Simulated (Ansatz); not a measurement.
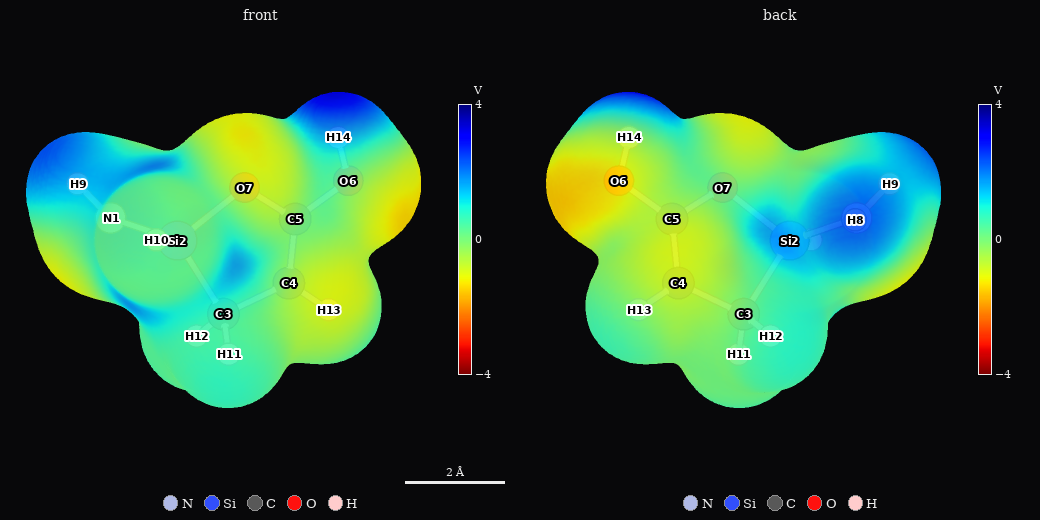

C3H7NO2Si (SMILES N[SiH]1CC=C(O)O1). The molecular electrostatic potential painted on the density surface at 0.004 e/bohr³, seen from the front and from behind; red is negative and blue positive.

All numbers below come from Ansatz, RKS B3LYP-D4/def2-SVP.

```xyz
14

N     0.1158    0.3601    2.3334
Si    0.6338    0.6243    0.7208
C     0.9961   -0.9721   -0.2227
C    -0.0906   -0.9491   -1.2765
C    -0.8483    0.1666   -1.2804
O    -1.8613    0.4366   -2.1194
O    -0.6099    1.1494   -0.3678
H    -0.5012   -0.4120    2.5665
H     0.0179    1.1254    2.9928
H     1.6375    1.7144    0.7594
H     2.0164   -0.9802   -0.6509
H     0.9422   -1.8501    0.4474
H    -0.2559   -1.7509   -1.9958
H    -2.2057    1.3084   -1.8781
```

### Where is the surface potential most negative and most positive?

The most negative region (about −1.6 V) lies over O6, the most positive (about +3.1 V) over H14. O6 is the likeliest acceptor of a hydrogen bond.
